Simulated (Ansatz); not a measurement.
Start from SiO2 in the rutile structure (space group P4_2/mnm, No. 136; a = 4.236 Å, c = 2.690 Å).

Modification: every lattice vector is shortened by 0.91 %, atoms relaxed at fixed cell.

The values are results of Ansatz (a quantum-chemistry and plane-wave program) PBE, scalar-relativistic without spin-orbit coupling, earlier PAW set, not measurements.

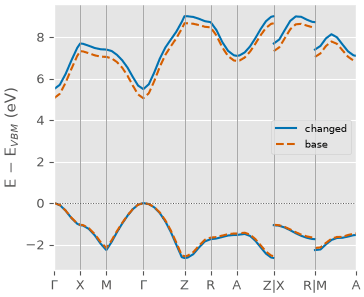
Fig. 1. Highest valence and lowest conduction band along the path, each from its own valence-band maximum

Problem. From the figure, how large is the changed gap, and is it direct?

Solution. About 5.5 eV, direct at Γ.

The cells carry an imposed strain or load. Stability against distortions was not tested.
